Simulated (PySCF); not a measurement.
# C4H5FN2: NMR shifts, electronic excitations and K edges in gas and solvents, part 2 of 2

PySCF 2.14.0. Atoms count from 0. Earlier steps stand in the parts before.

**4. Ultraviolet spectrum: wB97X-D/def2-SVPD**

The job: settings as JSON, then the geometry in Å.

```
{"job": {"kind": "uv", "xc": "wB97X-D", "basis": "def2-SVPD", "dynamic": true, "nstates": 6, "ntriplets": 0}, "charge": 0, "multiplicity": 1}
C     -1.810049    -0.347524    -0.059043
N     -0.382740    -0.184970     0.001217
N      0.415105    -1.195127     0.366176
C      1.642057    -0.698443     0.339506
C      1.663971     0.661285    -0.047167
C      0.330565     0.933497    -0.248396
F     -0.281682     2.038421    -0.619829
H     -2.054612    -1.224460    -0.673410
H     -2.226515    -0.488908     0.949270
H     -2.249801     0.550244    -0.510179
H      2.488282    -1.334469     0.598551
H      2.506141     1.336115    -0.167637
```

Level: TDDFT wB97X-D/def2-SVPD, vertical, gas phase, core orbitals frozen in the response.

Standard output:

```text
coarse grid: 10656 points
cycle   1  E = -364.2584509998  dE =  1.510e+00  |g| = 5.678e-01  |ddm| = 5.647e+00
cycle   2  E = -364.2509177773  dE =  7.533e-03  |g| = 6.486e-01  |ddm| = 1.792e+00
cycle   3  E = -364.3298111291  dE = -7.889e-02  |g| = 5.383e-02  |ddm| = 1.027e+00
cycle   4  E = -364.3304042125  dE = -5.931e-04  |g| = 2.727e-02  |ddm| = 1.416e-01
cycle   5  E = -364.3305597240  dE = -1.555e-04  |g| = 7.160e-03  |ddm| = 5.605e-02
cycle   6  E = -364.3305730770  dE = -1.335e-05  |g| = 1.815e-03  |ddm| = 2.013e-02
cycle   7  E = -364.3305740753  dE = -9.983e-07  |g| = 8.450e-04  |ddm| = 5.532e-03
final grid: 105280 points
cycle   8  E = -364.3773863908  dE = -9.346e-05  |g| = 7.467e-03  |ddm| = 1.655e-01
cycle   9  E = -364.3773843970  dE =  1.994e-06  |g| = 8.872e-03  |ddm| = 2.370e-02
cycle  10  E = -364.3773981241  dE = -1.373e-05  |g| = 6.284e-04  |ddm| = 1.139e-02
cycle  11  E = -364.3773981933  dE = -6.925e-08  |g| = 4.858e-04  |ddm| = 2.842e-03
cycle  12  E = -364.3773982522  dE = -5.886e-08  |g| = 1.100e-04  |ddm| = 1.888e-03
cycle  13  E = -364.3773982554  dE = -3.195e-09  |g| = 3.006e-05  |ddm| = 2.960e-04
cycle  14  E = -364.3773982557  dE = -3.525e-10  |g| = 1.401e-05  |ddm| = 1.625e-04
converged SCF energy = -364.3773982557

Static polarisability (au): isotropic 59.763, principal 41.720 62.831 74.738

Singlet excitations
state   eV       nm        f      main configurations
  1   6.8042    182.2   0.08095   H->L 0.34, H->L+1 0.21, H-1->L 0.19
  2   7.0293    176.4   0.01265   H->L 0.42, H->L+1 0.40
  3   7.1136    174.3   0.06906   H-1->L 0.21, H->L+1 0.16, H-2->L+1 0.15
  4   7.1191    174.2   0.03758   H-2->L 0.40, H-2->L+1 0.27, H-1->L 0.09
  5   7.4291    166.9   0.03180   H-1->L+1 0.53, H-1->L 0.34
  6   7.9012    156.9   0.00042   H->L+2 0.76
```

Run time: 67 s. Hardware: 1 thread, shared host.

The orbitals next to the gap, with their largest atomic shares:

| orbital | eV | atoms |
| --- | --- | --- |
| HOMO−3 | -13.23 | C3 14 %, C4 14 %, C0 13 % |
| HOMO−2 | -10.39 | N2 62 %, C3 12 %, N1 10 % |
| HOMO−1 | -9.32 | N1 29 %, C3 25 %, C4 20 % |
| HOMO | -9.00 | N2 30 %, C5 23 %, C4 20 % |
| LUMO | 2.20 | C5 19 %, C0 16 %, N2 14 % |
| LUMO+1 | 2.24 | C5 20 %, C0 18 %, N2 12 % |
| LUMO+2 | 3.00 | C3 25 %, C4 24 %, H11 19 % |

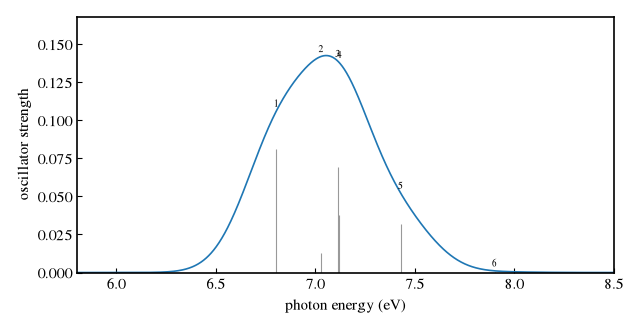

Absorption spectrum from the 6 singlet states computed; above the last one it falls off for lack of states. Lines are broadened to a width of 0.40 eV (Gaussian).

Ground-state properties from the same run:

| property | computed |
| --- | --- |
| dipole moment (D) | 1.20 |
| polarisability (Å³) | 8.86 |
| HOMO–LUMO gap (eV) | 11.21 |
| −ε(HOMO) (eV) | 9.00 |
| C6 with itself (au) | 1569 |

**5. Ultraviolet spectrum: wB97X-D/def2-SVPD in chloroform**

The job, as its differences from that of step 4:

```diff
@@ -1,2 +1,2 @@
-{"job": {"kind": "uv", "xc": "wB97X-D", "basis": "def2-SVPD", "dynamic": true, "nstates": 6, "ntriplets": 0}, "charge": 0, "multiplicity": 1}
+{"job": {"kind": "uv", "xc": "wB97X-D", "basis": "def2-SVPD", "solvent": "chloroform", "nstates": 6, "ntriplets": 0}, "charge": 0, "multiplicity": 1}
 C     -1.810049    -0.347524    -0.059043
```

Level: TDDFT wB97X-D/def2-SVPD, vertical, IEF-PCM chloroform (non-equilibrium linear response), core orbitals frozen in the response.

Standard output:

```text
coarse grid: 10656 points
cycle   1  E = -364.2674070218  dE =  1.501e+00  |g| = 5.555e-01  |ddm| = 5.654e+00
cycle   2  E = -364.2669724178  dE =  4.346e-04  |g| = 6.104e-01  |ddm| = 1.657e+00
cycle   3  E = -364.3357325540  dE = -6.876e-02  |g| = 5.262e-02  |ddm| = 8.929e-01
cycle   4  E = -364.3362879578  dE = -5.554e-04  |g| = 2.553e-02  |ddm| = 1.350e-01
cycle   5  E = -364.3364293961  dE = -1.414e-04  |g| = 6.739e-03  |ddm| = 5.097e-02
cycle   6  E = -364.3364419753  dE = -1.258e-05  |g| = 1.413e-03  |ddm| = 2.481e-02
cycle   7  E = -364.3364426781  dE = -7.027e-07  |g| = 8.919e-04  |ddm| = 1.037e-02
final grid: 105280 points
cycle   8  E = -364.3832346064  dE = -9.448e-05  |g| = 6.948e-03  |ddm| = 1.646e-01
cycle   9  E = -364.3832342203  dE =  3.861e-07  |g| = 7.943e-03  |ddm| = 2.414e-02
cycle  10  E = -364.3832449405  dE = -1.072e-05  |g| = 5.363e-04  |ddm| = 9.893e-03
cycle  11  E = -364.3832450124  dE = -7.187e-08  |g| = 4.004e-04  |ddm| = 3.598e-03
cycle  12  E = -364.3832450534  dE = -4.103e-08  |g| = 8.558e-05  |ddm| = 1.630e-03
cycle  13  E = -364.3832450557  dE = -2.343e-09  |g| = 3.090e-05  |ddm| = 4.122e-04
cycle  14  E = -364.3832450561  dE = -3.181e-10  |g| = 1.189e-05  |ddm| = 2.021e-04
converged SCF energy = -364.3832450561

Static polarisability (au): isotropic 73.532, principal 51.120 78.558 90.920

Singlet excitations
state   eV       nm        f      main configurations
  1   6.7420    183.9   0.12336   H->L 0.58, H-1->L 0.31
  2   7.0567    175.7   0.14728   H-1->L 0.53, H->L 0.32
  3   7.1023    174.6   0.02786   H->L+1 0.83
  4   7.2339    171.4   0.01077   H-2->L 0.95
  5   7.4480    166.5   0.03951   H-1->L+1 0.88
  6   8.0126    154.7   0.00003   H->L+2 0.84
```

Wall time 56 s (1 thread, shared host).

Key values: HOMO -9.09 eV, LUMO 2.17 eV; lowest singlet 6.74 eV.

**6. K-edge absorption: BHandHLYP/aug-pcX-1+pcseg-1**

The job, as its differences from that of step 5:

```diff
@@ -1,2 +1,2 @@
-{"job": {"kind": "uv", "xc": "wB97X-D", "basis": "def2-SVPD", "solvent": "chloroform", "nstates": 6, "ntriplets": 0}, "charge": 0, "multiplicity": 1}
+{"job": {"kind": "xas", "xc": "BHandHLYP", "basis": {"default": "aug-pcX-1", "H": "pcseg-1"}}, "charge": 0, "multiplicity": 1}
 C     -1.810049    -0.347524    -0.059043
```

Level: core-valence-separated TDA BHandHLYP/aug-pcX-1 H:pcseg-1, K edges, non-relativistic, gas phase.

Standard output:

```text
coarse grid: 10656 points
cycle   1  E = -364.3854515898  dE =  1.542e+00  |g| = 5.774e-01  |ddm| = 5.130e+00
cycle   2  E = -364.3727248978  dE =  1.273e-02  |g| = 6.681e-01  |ddm| = 1.372e+00
cycle   3  E = -364.4543766855  dE = -8.165e-02  |g| = 6.972e-02  |ddm| = 7.316e-01
cycle   4  E = -364.4552622346  dE = -8.855e-04  |g| = 3.859e-02  |ddm| = 1.197e-01
cycle   5  E = -364.4555369293  dE = -2.747e-04  |g| = 7.177e-03  |ddm| = 4.533e-02
cycle   6  E = -364.4555469099  dE = -9.981e-06  |g| = 1.984e-03  |ddm| = 1.149e-02
final grid: 105280 points
cycle   7  E = -364.4989053826  dE = -8.094e-05  |g| = 3.666e-03  |ddm| = 5.844e-02
cycle   8  E = -364.4989039013  dE =  1.481e-06  |g| = 4.313e-03  |ddm| = 9.560e-03
cycle   9  E = -364.4989079437  dE = -4.042e-06  |g| = 6.346e-04  |ddm| = 5.137e-03
cycle  10  E = -364.4989080266  dE = -8.281e-08  |g| = 2.512e-04  |ddm| = 9.629e-04
cycle  11  E = -364.4989080410  dE = -1.443e-08  |g| = 5.188e-05  |ddm| = 3.248e-04
cycle  12  E = -364.4989080417  dE = -7.177e-10  |g| = 2.462e-05  |ddm| = 1.018e-04
converged SCF energy = -364.4989080417

C K edge
   eV          f      from atoms
  283.975   0.06213   C3
  284.486   0.05893   C4
  285.833   0.00172   C4
  285.920   0.01500   C4
  286.365   0.07665   C5
  286.509   0.00312   C4
  286.688   0.01740   C3
  286.757   0.00866   C0
  287.163   0.02386   C0
  287.254   0.00224   C4
  287.345   0.00299   C4
  287.418   0.00451   C3
  287.506   0.03726   C0
  287.549   0.00060   C3
  287.560   0.00226   C4
  287.626   0.02489   C0
  287.910   0.00098   C3
  287.958   0.00097   C4
  288.121   0.00150   C4
  288.145   0.00210   C3

N K edge
   eV          f      from atoms
  397.974   0.05665   N2
  400.615   0.04115   N1
  401.602   0.00976   N2
  402.079   0.00278   N2
  402.209   0.01914   N2
  402.442   0.00112   N2
  402.628   0.01765   N2
  402.688   0.00030   N2
  402.896   0.00186   N2
  403.143   0.00459   N1
  403.238   0.00070   N2
  403.363   0.00060   N2

F K edge
   eV          f      from atoms
  686.689   0.02116   F6
  687.481   0.01098   F6
  688.301   0.02307   F6
  688.739   0.00246   F6
  689.114   0.00104   F6
  689.341   0.00066   F6
  689.636   0.00284   F6
  689.711   0.00053   F6
```

Wall time 63 s (1 thread, shared host).

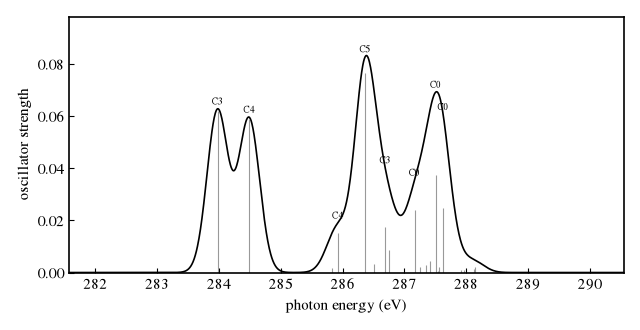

The C K edge. Lines are broadened to a width of 0.40 eV (Gaussian).

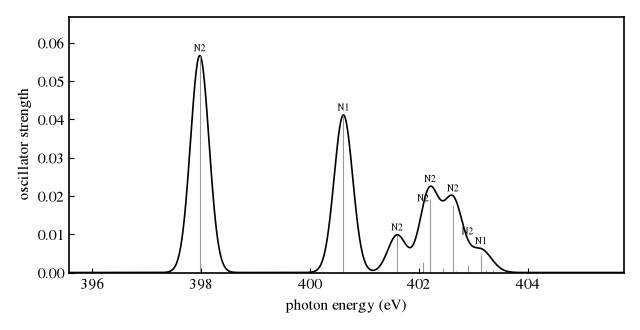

The N K edge. Lines are broadened to a width of 0.40 eV (Gaussian).

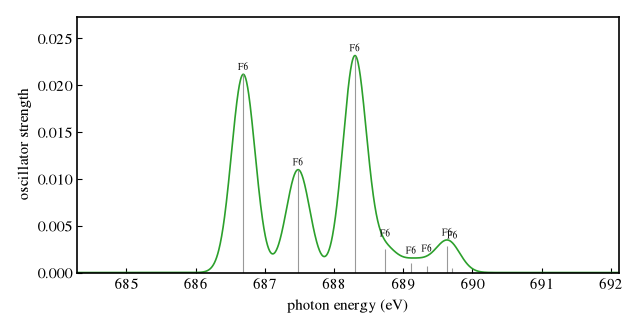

The F K edge. Lines are broadened to a width of 0.40 eV (Gaussian).

**7. Side by side: electronic excitations**

Excitations and ground-state properties, with basis size and wall time:

| run | lowest singlet (eV) | brightest (eV) | f | gap (eV) | α (Å³) | μ (D) | functions | time |
| --- | --- | --- | --- | --- | --- | --- | --- | --- |
| wB97X-D/def2-SVPD | 6.80 | 6.80 | 0.081 | 11.21 | 8.86 | 1.20 | 183 | 67 s |
| wB97X-D/def2-SVPD in chloroform | 6.74 | 7.06 | 0.147 | 11.26 | 10.90 | 1.53 | 183 | 56 s |

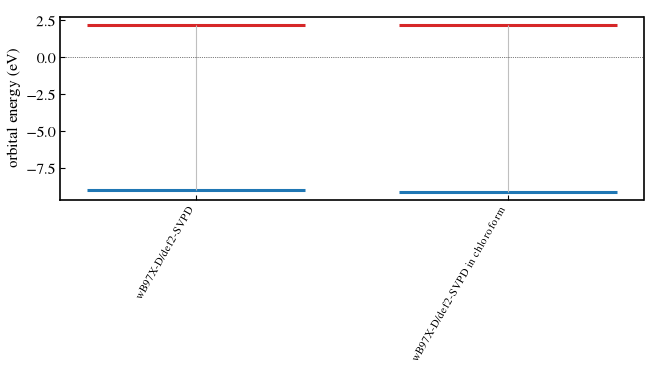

HOMO (blue) and LUMO (red) run by run.

**8. Outcome**

The summary covers parts 1 to 2.

| quantity | value |
| --- | --- |
| point group | C1 |
| rotational constants (main isotopes) | 4.04, 3.41, 1.87 GHz |
| 13C shifts against TMS (PBE0/pcSseg-1, chloroform) | 162.0, 142.2, 90.5, 33.5 ppm |
| 1H shifts against TMS (PBE0/pcSseg-1, chloroform, means over atoms taken as alike) | 7.46, 5.90, 3.66 ppm |
| 15N shifts against NH3 (PBE0/pcSseg-1, chloroform) | 318.2, 211.7 ppm |
| 19F shifts against CFCl3 (PBE0/pcSseg-1, chloroform) | -139.8 ppm |
| lowest singlet (wB97X-D/def2-SVPD) | 6.80 eV (182 nm), f = 0.081 |
| C K edge | first line 283.98 eV, strongest 286.37 eV (f = 0.077) |
| N K edge | first line 397.97 eV, strongest 397.97 eV (f = 0.057) |
| F K edge | first line 686.69 eV, strongest 688.30 eV (f = 0.023) |
| range of the lowest singlet | 6.74 to 6.80 eV |

In words: Relaxing lowered the energy by 0.037 eV in 9 steps; the close pair that moved most is C3–H10, from 1.071 to 1.090 Å. At PBE0/pcSseg-1: The largest span, 420 ppm, is at N2, where the paramagnetic term is -373 ppm. NICS(1)zz of -27 ppm above the planar ring from N1 marks a diatropic (aromatic) ring current. The lowest singlet, at 6.80 eV, is HOMO→LUMO 0.34, HOMO→LUMO+1 0.21 and is bright; of the 6 states computed, the strongest absorption comes from states 3 to 4 together at 7.11 eV. At the C edge the strongest single line lifts a 1s electron of C5 into several orbitals, led by LUMO+3 (weight 0.32), 2.4 eV above the first line. At the N edge the strongest single line lifts a 1s electron of N2 into several orbitals, led by LUMO+3 (weight 0.43), and it is the first line. At the F edge the strongest single line lifts a 1s electron of F6 into several orbitals, led by LUMO (weight 0.31), 1.6 eV above the first line. Absolute edge energies from this method are off by several eV; spacings are better. The lowest singlet runs from 6.74 eV (wB97X-D/def2-SVPD in chloroform) to 6.80 eV (wB97X-D/def2-SVPD), while the orbital gap spans 11.21 to 11.26 eV. The lowest state need not be the same one in every run.
